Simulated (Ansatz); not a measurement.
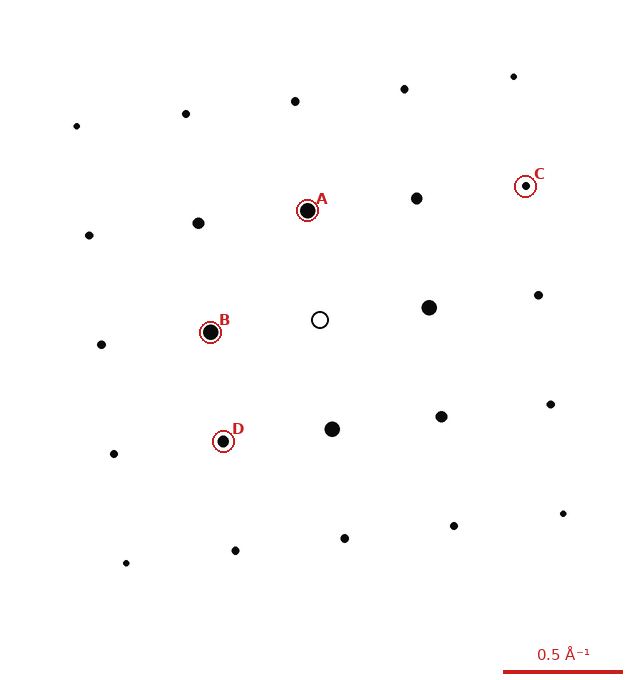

Simulated selected-area electron diffraction pattern (120 kV, kinematic approximation, thin crystal, B = 0.8 Å² for all atoms). The zone axis points towards the electron source and the pattern is seen from the source side.

Crystal: BeC2, space group I4/mmm (No. 139), a = 3.05 Å, c = 4.66 Å. Structure: the geometry relaxed (final pressure about 31 GPa) with DFT PBEsol, scalar-relativistic, plane waves, PAW in Ansatz; the starting structure was generated, so it need not be a known form of this composition.

```csv
atom,site,symmetry,x,y,z
Be,2a,4/mmm,0.0000,0.0000,0.0000
C,4e,4mm,0.5000,0.5000,0.1341
```

Spot A is indexed -1 1 0 and spot B -1 -1 0.

**Give hkl for C, D.**

C = A − 2B = 1 3 0 (d = 0.965 Å). D = −A + B = 0 -2 0 (d = 1.526 Å).

**Find the zone axis.**

The cross product of A and B is parallel to [001]; every spot obeys hu + kv + lw = 0.

**What are the spacings of A and B and the angle between them?**

d(A) = 2.157 Å, d(B) = 2.157 Å, and the angle is 90.0°.
